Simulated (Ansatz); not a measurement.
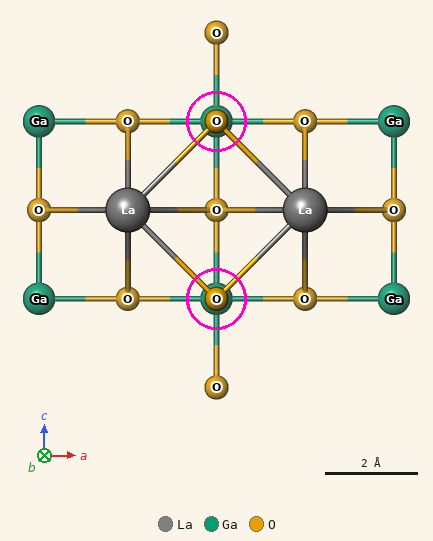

Perfect LaGaO3. A ball-and-stick model of the atoms within 4.6 Å of one point, in a slice 5.0 Å thick across the line of sight, seen along the b axis.

Theory: DFT, PBEsol, PAW, plane waves in Ansatz. Set-up: plane-wave cutoff 420 eV; k-point mesh 1 × 1 × 1; mesh shifted by (0.25, 0.25, 0.25); collinear spin. Fermi-Dirac smearing of 0.01 eV. The axes drawn are those of the host's conventional cell.

A gallium atom is replaced by zinc and a gallium atom is taken out (a vacancy), the two sites 3.9 Å apart at the ringed places, in charge state 0. The supercell has 40 sites, and the atoms are relaxed at the host's cell.

> How do the neighbours respond?

In the host the Ga atom has 6 O at 1.93 Å; the Zn atom ends with 6 O at 1.86 to 2.01 Å. Around the empty Ga site the host had 6 O at 1.93 Å; after relaxation the nearest atoms are 6 O at 2.01 to 2.04 Å. Of the host's atoms, an oxygen atom moves furthest from its site, by 0.48 Å. The cell's net moment is 2.00 μB.

The relaxed defect, seen from the same direction:

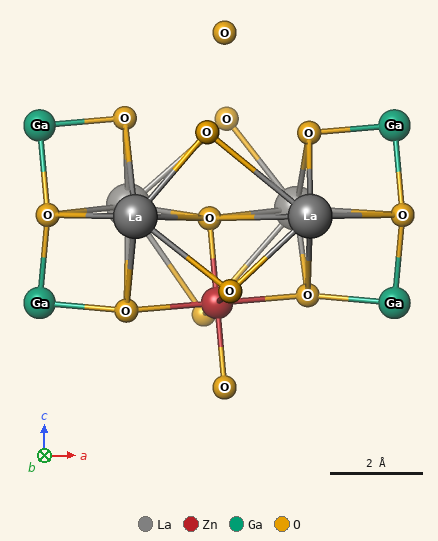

Limits of the set-up: the periodic images lie only 7.7 Å apart, so the values are limited by the cell's size.
